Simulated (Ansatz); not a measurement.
# quartet C2H2F at 6 levels

Wanted: a comparison of 6 runs (UPBE/STO-3G, UPBE0/STO-3G, USVWN5/STO-3G, RPA@PBE/STO-3G, UBCCD(T)/STO-3G, UCCSDT/STO-3G) of quartet C2H2F. 

The results are computed with Ansatz 0.2.0.

54 further runs of the same task are left out: 3 that didn't finish, 51 set aside as unsound or not needed.

**1. Starting point**

C2H2F has 5 atoms, charge 0, and is taken as a quartet. SMILES of the parent species: `C=[C]F`. The coordinates come from a PBE0-D4/def2-TZVP relaxation. That shape belongs to the parent species and isn't relaxed for this state.

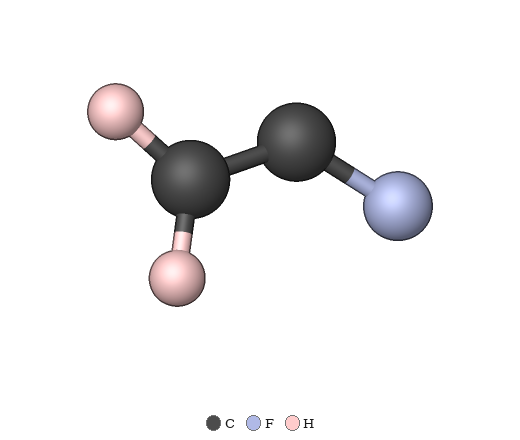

The structure, seen from a chosen angle (carbon dark grey, fluorine light blue, hydrogen pink).

**2. The energy at UPBE/STO-3G (run 1)**

File in.yaml:

```yaml
basis:
  gaussian:
    orbitals: STO-3G
crystal:
  periodic: [false, false, false]
  atoms:
    - {symbol: C, position_ang: [0.488200, -0.200400, 0.008400]}
    - {symbol: C, position_ang: [-0.592700, 0.393700, 0.447100]}
    - {symbol: F, position_ang: [-1.725600, 0.629500, -0.148900]}
    - {symbol: H, position_ang: [0.534700, -0.590400, -1.005400]}
    - {symbol: H, position_ang: [1.345200, -0.306200, 0.657500]}
magnetization:
  spin_polarized: true
  initial_magnetization: 3
hamiltonian:
  xc: {name: PBE}
accuracy: high
```

On the command line:

```
ansatz run in.yaml --threads 1 --pin off --max-ram 2610MiB --events-out events.jsonl --progress --plain --runs-dir runs
```

Log:

```text
Warning: RAYON_NUM_THREADS=1 ignored (pool sized by the plan → 1); use --threads N
Functional definition: PBE
  name "PBE"
  parameter kappa = 0.804
  parameter beta = 0.06672455060314922
  exchange = pbe_x(kappa = kappa, mu = beta*pi^2/3)
  correlation = pbe_c(beta = beta)
294 factors; integrals over basis functions are off by at most 4.1e-8 eV
mean field evaluation 1: about -4737.1651 eV, gradient 3.3e1 eV
mean field evaluation 2: about -4735.0650 eV, gradient 3.2e1 eV
mean field evaluation 4: about -4744.2572 eV, gradient 6.6e-1 eV
mean field evaluation 8: about -4744.2091 eV, gradient 9.2e-3 eV
mean field evaluation 16: about -4744.2091 eV, gradient 1.0e-7 eV
mean field -4744.20905115 eV, -174.3464668893 hartree, gradient 6.4e-9 eV, S^2 3.753032; 0 other end points of the search recorded, 0 dependent functions left out
reference -4744.20905265 eV, -174.3464669446 hartree; 13, 10 occupied and 4, 7 virtual orbitals, 294 factors
Total energy: -4744.20905265 eV, -174.3464669446 hartree
```

Wall time 0.83 s (1 thread of Intel Xeon 6975P-C (Granite Rapids), shared host); peak memory 0.14 GiB.

**3. A single-point energy at UPBE0/STO-3G (run 2)**

File run.yaml:

```yaml
crystal:
  periodic: [false, false, false]
  atoms:
    - symbol: C
      position_ang: [0.488200, -0.200400, 0.008400]
    - symbol: C
      position_ang: [-0.592700, 0.393700, 0.447100]
    - symbol: F
      position_ang: [-1.725600, 0.629500, -0.148900]
    - symbol: H
      position_ang: [0.534700, -0.590400, -1.005400]
    - symbol: H
      position_ang: [1.345200, -0.306200, 0.657500]
basis:
  gaussian:
    orbitals: STO-3G
magnetization:
  spin_polarized: true
  initial_magnetization: 3
hamiltonian:
  xc: pbe0
accuracy: high
```

On the command line:

```
ansatz run run.yaml --threads 1 --pin off --max-ram 2610MiB --events-out events.jsonl --progress --plain --runs-dir runs
```

Log:

```text
Warning: RAYON_NUM_THREADS=1 ignored (pool sized by the plan → 1); use --threads N
Functional definition: PBE0
  name "PBE0"
  parameter a = 0.25
[... 2 set-up lines as earlier in the session ...]
  exchange = (1 - a)*pbe_x(kappa = kappa, mu = beta*pi^2/3) + a*exact_x
[... 1 set-up line as earlier in the session ...]
294 factors; integrals over basis functions are off by at most 4.1e-8 eV
mean field evaluation 1: about -4742.5069 eV, gradient 1.9e1 eV
mean field evaluation 2: about -4742.7782 eV, gradient 1.9e1 eV
mean field evaluation 4: about -4745.3287 eV, gradient 5.2e-1 eV
mean field evaluation 8: about -4745.3265 eV, gradient 5.0e-3 eV
mean field evaluation 16: about -4745.3265 eV, gradient 2.0e-7 eV
mean field -4745.32650293 eV, -174.3875324848 hartree, gradient 3.2e-8 eV, S^2 3.754300; 0 other end points of the search recorded, 0 dependent functions left out
reference -4745.32650406 eV, -174.3875325265 hartree; 13, 10 occupied and 4, 7 virtual orbitals, 294 factors
Total energy: -4745.32650406 eV, -174.3875325265 hartree
```

Run time: 1.4 s. Hardware: 1 thread of Intel Xeon 6975P-C (Granite Rapids), shared host; peak memory 0.14 GiB.

Runs 3 to 5 aren't shown in full; the table further down has their settings and results.

**4. The energy at UCCSDT/STO-3G (run 6)**

File in.yaml:

```yaml
basis:
  gaussian:
    orbitals: STO-3G
crystal:
  periodic: [false, false, false]
  atoms:
    - symbol: C
      position_ang: [0.488200, -0.200400, 0.008400]
    - symbol: C
      position_ang: [-0.592700, 0.393700, 0.447100]
    - symbol: F
      position_ang: [-1.725600, 0.629500, -0.148900]
    - symbol: H
      position_ang: [0.534700, -0.590400, -1.005400]
    - symbol: H
      position_ang: [1.345200, -0.306200, 0.657500]
magnetization:
  spin_polarized: true
  initial_magnetization: 3
correlation:
  method: ccsdt
  frozen_orbitals: {C: 1, F: 1, H: 0}
accuracy: high
scf:
  omitted_lower_state_checks: [cluster_reference, increment]
```

On the command line:

```
ansatz run in.yaml --threads 1 --pin off --max-ram 2610MiB --events-out events.jsonl --progress --plain --runs-dir runs
```

Log, cut to the lines that bear on the results:

```text
Warning: RAYON_NUM_THREADS=1 ignored (pool sized by the plan → 1); use --threads N
Functional definition: HF
  name "HF"
[...]
294 factors; integrals over basis functions are off by at most 4.1e-8 eV
[...]
mean field -4728.20903920 eV, -173.7584772953 hartree, gradient 9.1e-9 eV, S^2 3.764693; 0 other end points of the search recorded, 0 dependent functions left out
3 core orbitals not correlated: weight in the atoms' cores, before any rotation towards them, 1.000 or more for the frozen orbitals, at most 0.000 for the correlated occupied ones
reference -4728.20903920 eV, -173.7584772953 hartree; 10, 7 occupied and 4, 7 virtual orbitals, 294 factors
second order -1.94975799 eV of doubles, -0.00000000 eV of singles
cycle   1  -2.39738866 eV  change   -4.5e-1 eV  update   7.3e-2
[...]
cycle  29  -2.83817107 eV  change  -5.8e-10 eV  update  8.3e-10
Total energy: -4731.04721027 eV, -173.8627781584 hartree
Checks for a lower state left out: cluster_reference, increment
```

It took 1 s on 1 thread of Intel Xeon 6975P-C (Granite Rapids), shared host.

**5. Overview of the runs**

```
run            level  frozen core orbitals  energy (Eh)   ⟨S²⟩  wall time
  1      UPBE/STO-3G                     –  -174.346467  3.753     0.83 s
  2     UPBE0/STO-3G                     –  -174.387533  3.754      1.4 s
  3    USVWN5/STO-3G                     –  -173.152963  3.752     0.42 s
  4   RPA@PBE/STO-3G                     3  -173.921376  3.753     0.93 s
  5  UBCCD(T)/STO-3G                     3  -173.861855  3.765     0.22 s
  6    UCCSDT/STO-3G                     3  -173.862778  3.765        1 s
```

**6. Results**

| quantity | value |
| --- | --- |
| run 6: total energy | -173.86278 Eh |
| run 6: correlation energy (3 core orbitals frozen) | -104.3 mEh |
| run 6: ⟨S²⟩ of the reference determinant | 3.765 |
| run 6: T1 diagnostic | 0.017 |

Totals of different functionals can't be ranked against each other. In runs 1, 2, 3, 4, 5, 6 the basis is minimal, so the values are rough. All runs together took 4.8 s, the longest 1.4 s.
